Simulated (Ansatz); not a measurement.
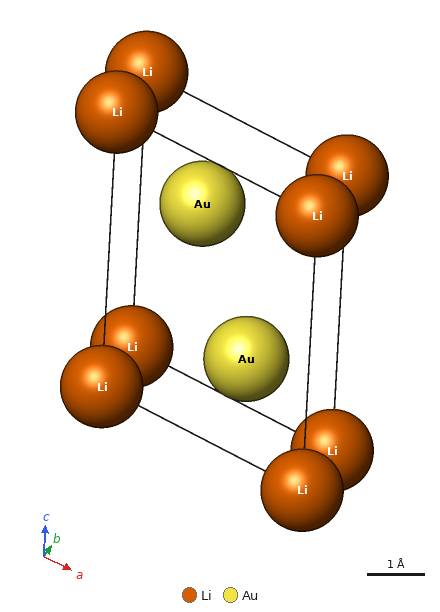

Crystal structure, spheres-only style, seen slightly off an axis. Atoms at the boundary of the simulation cell (the box) are drawn once for each face, edge or corner they touch.

```yaml
crystal:
  lattice:
    - [0.00000, 0.00000, 3.97002]
    - [2.78662, 0.00000, 0.00000]
    - [1.39331, 4.17689, -1.98501]
  atoms:
    - { symbol: Li, position: [0.00000, 0.00000, 0.00000] }
    - { symbol: Au, position: [0.35300, 0.64700, 0.70600] }
    - { symbol: Au, position: [0.64700, 0.35300, 0.29400] }
```

Run with DFT, PAW plane waves, PBEsol (Ansatz 0.2.0) and these settings: E_cut = 420 eV, a 10×10×10 grid in reciprocal space, Gaussian smearing of 0.028 eV, no spin polarisation.

What charge does Bader's analysis assign to each element?

Answer. Li +0.85 e; Au -0.43 e.

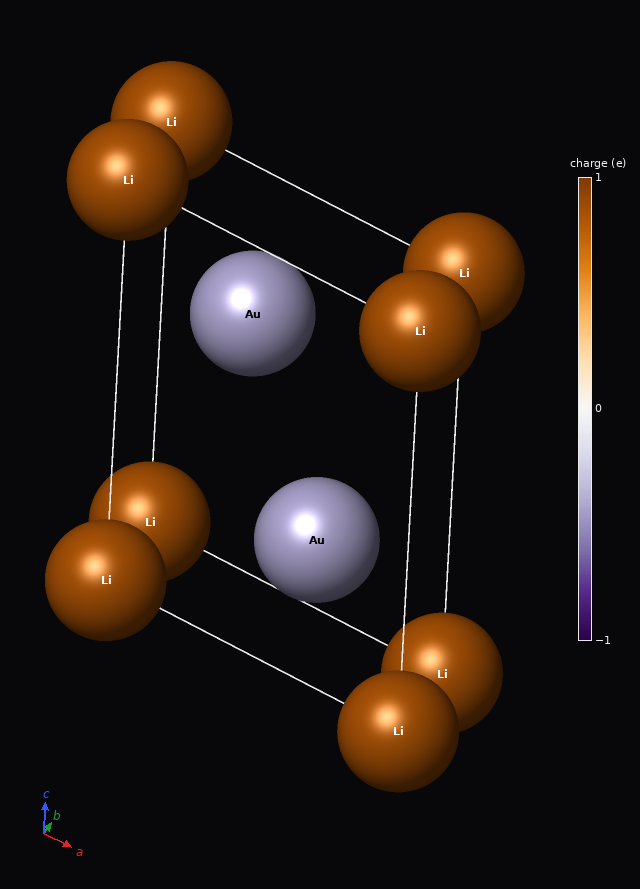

The atoms coloured by those charges.

Provenance: a generated cell, made by putting these elements into a known structure type (the compound may or may not exist in this form); not relaxed. A calculation with Ansatz used it as input.

At this level of theory the cell isn't at rest (compressed, at 7 GPa and forces up to 3.1 eV/Å), so its distances can differ from those at equilibrium, the more so the softer the solid.
